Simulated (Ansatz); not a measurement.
AlPH$_{5}$O$_{2}$F: geometry relaxation (part 2 of 2)

The same run, continued: AlPH$_{5}$O$_{2}$F; RHF/6-31G* (Ansatz 0.2.0). The input holds or restrains some coordinates. Forces given for the steps count only the free coordinates. It belongs to a series of runs on one base structure; here: pulled along the bonds that form and break, towards end B.

Geometry of the input (Å):
```
Al 0.0000  0.0000  0.0000
F  0.0000  0.0000  2.0400
O  1.5415  0.0000  -0.8900
H  1.8414  -0.9519  -1.0449
O  -1.5415  0.0000  -0.8900
H  -2.0512  -0.8467  -0.6815
P  0.1156  2.4456  0.8135
H  0.6761  2.4854  2.1176
H  0.9270  3.2022  -0.0729
H  0.0566  1.1978  1.9406
```

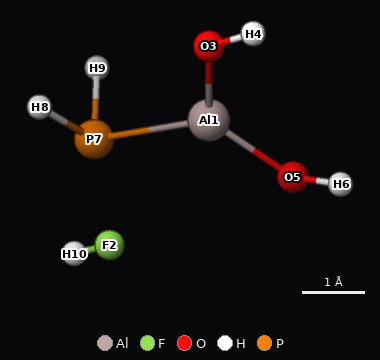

**Figure 1.** The geometry at step 15 of the log (ball-and-stick view, seen at a tilt; atoms are numbered from 1 in the order of the input).

### Trajectory as extended XYZ, continued
```
10
Properties=species:S:1:pos:R:3:forces:R:3 step=5 energy=-22715.69482
Al    0.0238    0.5702   -0.4298    0.0167  -0.6894   0.2104
F    -0.0706   -0.1044    2.3803    0.4920   1.8432  -0.1398
O     1.5380   -0.0732   -0.8584   -0.2373   0.0092   0.1705
H     1.7644   -0.9738   -1.0372   -0.0919   0.1149  -0.0779
O    -1.4850   -0.0522   -0.8662    0.0287  -0.2505   0.0401
H    -1.9419   -0.8465   -0.6375    0.1056   0.0732  -0.1144
P    -0.1122    2.6504    0.5658    0.8956   0.8293   0.5837
H     0.6028    2.4505    1.8228   -0.5092  -0.0487  -0.8240
H     1.0720    3.1004   -0.0637   -0.2316   0.1685   0.0519
H     0.1740    0.8110    2.4562   -0.4686  -2.0496   0.0994
10
Properties=species:S:1:pos:R:3:forces:R:3 step=6 energy=-22715.79648
Al   -0.0206    0.5629   -0.3687    0.1446  -0.4994  -0.0932
F     0.0510   -0.0722    2.4441   -0.0616   0.2720  -0.3375
O     1.4880   -0.1310   -0.6844    0.0829  -0.4259  -0.1178
H     1.6421   -0.9973   -1.0434   -0.0535   0.3395   0.1038
O    -1.4847   -0.0520   -0.9342   -0.1531  -0.2079   0.1367
H    -1.9060   -0.8908   -0.8292    0.0974   0.0918  -0.0929
P    -0.0928    2.6578    0.5827    0.0833   0.9360   0.3063
H     0.6384    2.3844    1.7715   -0.0711   0.1090  -0.2659
H     1.0135    3.2414   -0.0659   -0.0944  -0.1314   0.0097
H     0.2364    0.8292    2.4601    0.0254  -0.4835   0.3507
10
Properties=species:S:1:pos:R:3:forces:R:3 step=7 energy=-22715.85808
Al   -0.0110    0.5882   -0.3430   -0.0461  -0.7106   0.0314
F    -0.1345   -0.0181    2.4709    0.0339   0.1249  -0.2948
O     1.4725   -0.1454   -0.7039    0.0094   0.0772   0.0233
H     1.5783   -0.9574   -1.1716    0.0373  -0.0760  -0.0289
O    -1.4878   -0.0773   -0.8269   -0.0968  -0.1365   0.0255
H    -1.7505   -0.9818   -0.9161    0.0966   0.1910  -0.0332
P    -0.0513    2.6570    0.6636    0.0799   0.8676  -0.0158
H     0.8315    2.3742    1.7320    0.0268   0.0033  -0.1367
H     0.9525    3.2489   -0.1319   -0.1135  -0.0299   0.0999
H     0.1656    0.8439    2.5592   -0.0274  -0.3109   0.3295
10
Properties=species:S:1:pos:R:3:forces:R:3 step=8 energy=-22715.88302
Al   -0.0181    0.5750   -0.3272    0.0358  -0.5611   0.0182
F    -0.1109    0.0169    2.4954    0.0076   0.1233  -0.2371
O     1.4655   -0.1482   -0.7153   -0.0310   0.0028  -0.0079
H     1.5663   -0.9518   -1.2001    0.0458  -0.0301   0.0055
O    -1.4980   -0.0850   -0.8081   -0.0375   0.0324   0.0453
H    -1.7094   -0.9827   -1.0012   -0.0038  -0.0365  -0.0532
P    -0.0403    2.6376    0.6928    0.1000   0.7474   0.0146
H     0.9154    2.3184    1.6849    0.0236   0.0464  -0.1257
H     0.9061    3.2554   -0.1481   -0.0959   0.0051   0.0640
H     0.0890    0.8969    2.6592   -0.0446  -0.3297   0.2764
10
Properties=species:S:1:pos:R:3:forces:R:3 step=9 energy=-22715.88483 accepted=F
Al   -0.0097    0.5644   -0.3034    0.1475  -0.4783  -0.0072
F    -0.1140    0.0064    2.5194    0.0849   1.2996   0.0684
O     1.4651   -0.1660   -0.7207   -0.0813  -0.1247  -0.0955
H     1.5512   -0.9638   -1.2227    0.0420   0.0966   0.0989
O    -1.5021   -0.0842   -0.7642   -0.2914  -1.3367  -0.4756
H    -1.6617   -0.9851   -1.0823    0.2104   1.3023   0.4424
P    -0.0067    2.6155    0.7381    0.6103   0.7478   0.1242
H     1.0910    2.3077    1.6003   -0.2925   0.0778  -0.2923
H     0.8058    3.3256   -0.1851   -0.2937  -0.1598   0.2035
H    -0.0532    0.9118    2.7530   -0.1363  -1.4246  -0.0667
10
Properties=species:S:1:pos:R:3:forces:R:3 step=10 energy=-22715.89887
Al   -0.0106    0.5682   -0.3181    0.0496  -0.5161  -0.0425
F    -0.1395    0.0068    2.5052    0.0539   0.2425  -0.2333
O     1.4708   -0.1538   -0.7194   -0.0602   0.0151   0.0233
H     1.5713   -0.9606   -1.1980    0.0486  -0.0537  -0.0091
O    -1.4974   -0.0821   -0.7935   -0.0217  -0.0318   0.0297
H    -1.6989   -0.9760   -1.0177   -0.0039   0.0138  -0.0381
P    -0.0259    2.6254    0.7112    0.1785   0.7420   0.0939
H     0.9974    2.3179    1.6406   -0.0405   0.0219  -0.1208
H     0.8519    3.2982   -0.1620   -0.1264  -0.0380   0.0413
H     0.0464    0.8884    2.6841   -0.0780  -0.3958   0.2556
10
Properties=species:S:1:pos:R:3:forces:R:3 step=11 energy=-22715.91714
Al   -0.0036    0.5695   -0.3226    0.0355  -0.4916   0.0337
F    -0.1274    0.0113    2.5012    0.0782   0.5771  -0.0765
O     1.4744   -0.1609   -0.7213   -0.0506  -0.1084  -0.0686
H     1.5733   -0.9761   -1.1904    0.0326   0.0714   0.0592
O    -1.4969   -0.0744   -0.7886   -0.0263  -0.1216  -0.0246
H    -1.6880   -0.9628   -1.0471    0.0042   0.0925  -0.0134
P    -0.0114    2.6071    0.7432    0.3370   0.7126   0.0473
H     1.0820    2.2999    1.5953   -0.1146   0.0510  -0.1917
H     0.7825    3.3222   -0.1816   -0.1727  -0.0533   0.1376
H    -0.0194    0.8968    2.7441   -0.1233  -0.7295   0.0971
10
Properties=species:S:1:pos:R:3:forces:R:3 step=13 energy=-22715.95410 accepted=F
Al    0.0335    0.5518   -0.2995    0.0200  -0.4084  -0.0379
F    -0.0994   -0.0042    2.5272   -0.3539   1.8888   0.4949
O     1.4935   -0.2061   -0.7117   -0.0610  -0.0071   0.0003
H     1.5818   -1.0159   -1.1879    0.0349  -0.0326   0.0052
O    -1.4738   -0.0501   -0.7813   -0.0203  -0.0827  -0.0098
H    -1.6743   -0.9178   -1.0956    0.0026   0.0670  -0.0081
P     0.0752    2.5540    0.8297    0.7700   0.7510  -0.0482
H     1.3605    2.3081    1.4052   -0.4077   0.1614  -0.2715
H     0.5437    3.4345   -0.1936   -0.2549  -0.3535   0.4282
H    -0.2752    0.8781    2.8399    0.2704  -1.9839  -0.5531
10
Properties=species:S:1:pos:R:3:forces:R:3 step=14 energy=-22715.96841
Al    0.0225    0.5615   -0.3044    0.0423  -0.5041  -0.0089
F    -0.1248   -0.0191    2.5151   -0.0158   0.8154   0.0177
O     1.4865   -0.1902   -0.7130   -0.0493  -0.0289  -0.0227
H     1.5782   -1.0052   -1.1806    0.0335  -0.0094   0.0154
O    -1.4811   -0.0576   -0.7748   -0.0037  -0.0139   0.0005
H    -1.6792   -0.9306   -1.0728   -0.0050   0.0237  -0.0258
P     0.0547    2.5740    0.8046    0.2993   0.6819   0.0663
H     1.2793    2.3382    1.4706   -0.0790   0.0044  -0.1378
H     0.6174    3.3935   -0.1967   -0.1640  -0.0644   0.1310
H    -0.1880    0.8680    2.7845   -0.0583  -0.9048  -0.0357
10
Properties=species:S:1:pos:R:3:forces:R:3 step=15 energy=-22716.00098
Al    0.0401    0.5575   -0.2977   -0.0042  -0.4695  -0.0355
F    -0.1072   -0.0088    2.5247   -0.0777   0.5881   0.0038
O     1.4956   -0.2049   -0.7157   -0.0438   0.0077   0.0077
H     1.5822   -1.0208   -1.1813    0.0308  -0.0366  -0.0011
O    -1.4699   -0.0459   -0.7699   -0.0063  -0.0181   0.0063
H    -1.6763   -0.9115   -1.0835   -0.0006   0.0216  -0.0253
P     0.0815    2.5587    0.8314    0.3041   0.5853   0.0670
H     1.3509    2.3342    1.4077   -0.0657   0.0661  -0.1189
H     0.5417    3.4159   -0.1893   -0.1302  -0.0629   0.1379
H    -0.2730    0.8581    2.8060   -0.0066  -0.6818  -0.0419
10
Properties=species:S:1:pos:R:3:forces:R:3 step=16 energy=-22716.03716
Al    0.0591    0.5551   -0.2809   -0.0167  -0.4746  -0.0566
F    -0.1235   -0.0409    2.5341   -0.0718   0.4524  -0.0538
O     1.5044   -0.2261   -0.6973   -0.0306   0.0053   0.0077
H     1.5836   -1.0457   -1.1579    0.0272  -0.0309   0.0046
O    -1.4581   -0.0243   -0.7604   -0.0131  -0.0107   0.0030
H    -1.6733   -0.8804   -1.0938    0.0010   0.0247  -0.0193
P     0.1216    2.5467    0.8637    0.3763   0.5798   0.0786
H     1.4512    2.3877    1.3107   -0.1100   0.0412  -0.0712
H     0.4394    3.4403   -0.1786   -0.1555  -0.0666   0.1170
H    -0.3390    0.8199    2.7930   -0.0068  -0.5206  -0.0100
10
Properties=species:S:1:pos:R:3:forces:R:3 step=17 energy=-22716.08474
Al    0.0868    0.5399   -0.2628   -0.0053  -0.4210  -0.0891
F    -0.1396   -0.0474    2.5515   -0.0734   0.2007  -0.0736
O     1.5186   -0.2612   -0.6851   -0.0265  -0.0397   0.0005
H     1.5907   -1.0868   -1.1368    0.0212  -0.0053   0.0216
O    -1.4422    0.0003   -0.7517   -0.0151  -0.0159   0.0048
H    -1.6701   -0.8358   -1.1260    0.0052   0.0404  -0.0017
P     0.2006    2.5133    0.9082    0.2098   0.5774   0.1171
H     1.5807    2.4526    1.1738   -0.0624   0.0443  -0.0558
H     0.2753    3.4642   -0.1260   -0.0748  -0.0870   0.0897
H    -0.4354    0.7932    2.7874    0.0212  -0.2939  -0.0136
10
Properties=species:S:1:pos:R:3:forces:R:3 step=18 energy=-22716.11589
Al    0.1155    0.5516   -0.2397   -0.0037  -0.5925  -0.0992
F    -0.1472   -0.1217    2.5529   -0.0954   0.1924  -0.1594
O     1.5263   -0.3053   -0.6291   -0.0607   0.0184  -0.0149
H     1.5858   -1.1449   -1.0573    0.0023   0.0278   0.0406
O    -1.4267    0.0570   -0.7418    0.0276   0.0254  -0.0003
H    -1.6709   -0.7595   -1.1483    0.0170   0.0497   0.0183
P     0.2629    2.5151    0.9430    0.2148   0.5412   0.0416
H     1.6668    2.5577    1.0273   -0.1167   0.0440  -0.0264
H     0.1213    3.4568   -0.0931   -0.0340  -0.0706   0.1268
H    -0.4683    0.7256    2.7187    0.0489  -0.2359   0.0729
10
Properties=species:S:1:pos:R:3:forces:R:3 step=19 energy=-22716.11126 accepted=F
Al    0.1574    0.5315   -0.2283   -0.1181  -0.6386  -0.1782
F    -0.2686   -0.1755    2.5407   -0.1984   1.4063   0.1704
O     1.5469   -0.3654   -0.6106   -0.0925   0.0653   0.0273
H     1.5916   -1.2118   -1.0273   -0.0113   0.0452   0.0520
O    -1.3992    0.0964   -0.7491    0.0877  -0.0215  -0.0460
H    -1.6650   -0.6977   -1.1884    0.0428   0.1118   0.0731
P     0.3264    2.4885    0.9605    0.4334   0.9268  -0.1703
H     1.7328    2.6765    0.8874   -0.4567  -0.0402  -0.0055
H    -0.0398    3.4604   -0.0151    0.1123  -0.4122   0.3756
H    -0.4169    0.7294    2.7626    0.2008  -1.4428  -0.2984
10
Properties=species:S:1:pos:R:3:forces:R:3 step=20 energy=-22716.13170
Al    0.1353    0.5437   -0.2342   -0.0325  -0.5295  -0.0860
F    -0.1809   -0.1534    2.5463   -0.0634   0.1691  -0.1603
O     1.5344   -0.3355   -0.6070   -0.0322   0.0072  -0.0064
H     1.5871   -1.1833   -1.0186    0.0074   0.0119   0.0289
O    -1.4122    0.0948   -0.7575    0.0108   0.0026  -0.0096
H    -1.6745   -0.7148   -1.1657    0.0035   0.0307   0.0081
P     0.2911    2.5037    0.9506    0.1788   0.5379   0.0885
H     1.6917    2.6183    0.9551   -0.0890   0.0360  -0.0232
H     0.0338    3.4464   -0.0597   -0.0143  -0.0574   0.0979
H    -0.4402    0.7123    2.7231    0.0309  -0.2085   0.0619
10
Properties=species:S:1:pos:R:3:forces:R:3 step=21 energy=-22716.14288
Al    0.1513    0.5349   -0.2327   -0.0702  -0.4714  -0.0906
F    -0.2403   -0.1850    2.5339   -0.0639   0.4334  -0.1027
O     1.5423   -0.3591   -0.5929   -0.0101  -0.0181  -0.0011
H     1.5908   -1.2152   -0.9873    0.0102   0.0083   0.0243
O    -1.4005    0.1188   -0.7687    0.0229  -0.0002  -0.0125
H    -1.6778   -0.6871   -1.1738   -0.0032   0.0219   0.0056
P     0.3244    2.4928    0.9536    0.1924   0.6106   0.1018
H     1.7162    2.6830    0.8888   -0.1278  -0.0106  -0.0281
H    -0.0375    3.4446   -0.0175    0.0002  -0.1148   0.1165
H    -0.4034    0.7047    2.7292    0.0496  -0.4591  -0.0131
10
Properties=species:S:1:pos:R:3:forces:R:3 step=22 energy=-22716.16067
Al    0.1681    0.5353   -0.2323   -0.0853  -0.4623  -0.0641
F    -0.2885   -0.2113    2.5157   -0.0028   0.1613  -0.1505
O     1.5483   -0.3910   -0.5504   -0.0210  -0.0075  -0.0003
H     1.5918   -1.2596   -0.9166    0.0073   0.0083   0.0148
O    -1.3815    0.1656   -0.8065    0.0303  -0.0040  -0.0067
H    -1.6817   -0.6377   -1.2004    0.0011   0.0200   0.0042
P     0.3773    2.4813    0.9699    0.1089   0.4985   0.1368
H     1.7360    2.7531    0.7577   -0.0306   0.0048  -0.0105
H    -0.1462    3.4154    0.0647   -0.0076  -0.0271   0.0411
H    -0.3580    0.6814    2.7307   -0.0004  -0.1920   0.0352
10
Properties=species:S:1:pos:R:3:forces:R:3 step=23 energy=-22716.16790
Al    0.1866    0.5252   -0.2218   -0.0980  -0.4034  -0.1386
F    -0.3480   -0.2232    2.5107    0.0127   0.0101  -0.2076
O     1.5521   -0.4297   -0.5137   -0.0093   0.0625   0.0626
H     1.5894   -1.3064   -0.8571    0.0072  -0.0612  -0.0195
O    -1.3526    0.2068   -0.8462   -0.0012   0.0285   0.0377
H    -1.6737   -0.5877   -1.2379   -0.0258  -0.0503  -0.0286
P     0.4357    2.4679    0.9760    0.1004   0.4078   0.2764
H     1.7372    2.8220    0.6083    0.0455   0.0343  -0.0022
H    -0.2514    3.3903    0.1822   -0.0359   0.0008  -0.0636
H    -0.3099    0.6673    2.7320    0.0044  -0.0291   0.0833
```

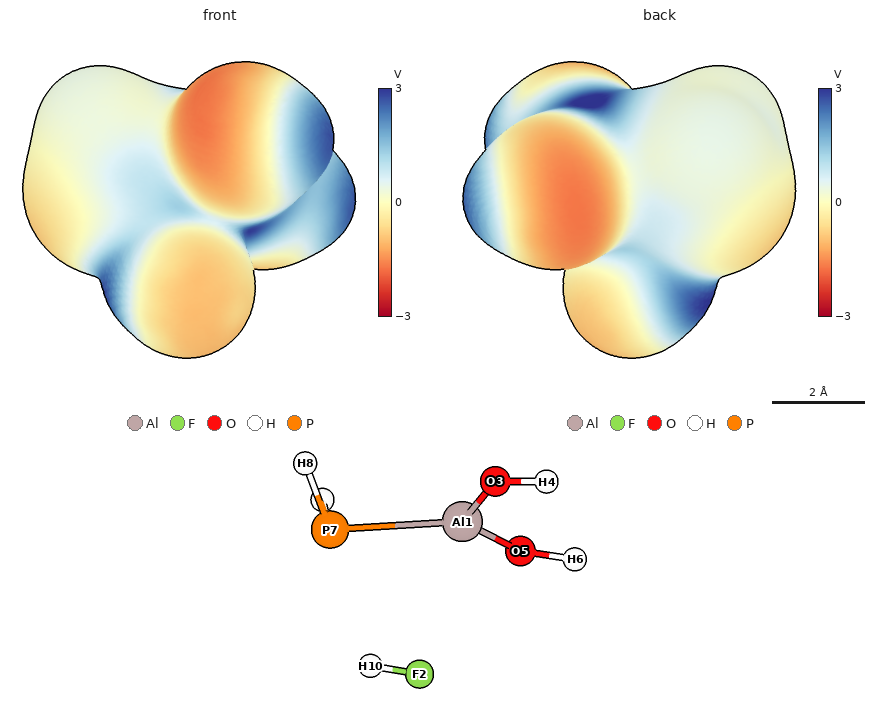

**Figure 2.** The electrostatic potential painted on the density surface at 0.002 e/bohr³, seen at a tilt and from behind; red is negative and blue positive. The bare structure is drawn below in the same view.

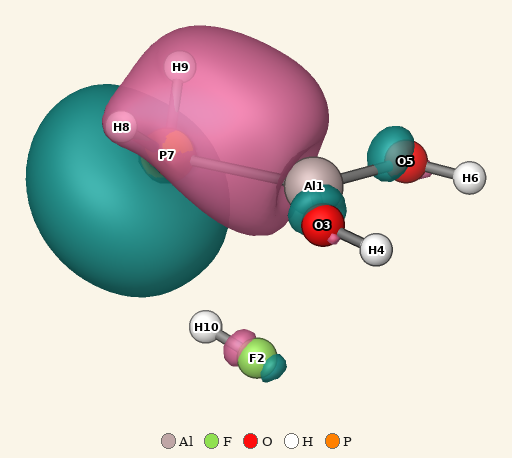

**Figure 3.** The HOMO at ±0.08 Å⁻³ᐟ² (teal and pink are the two phases), seen at a tilt. Its energy is −9.70 eV.
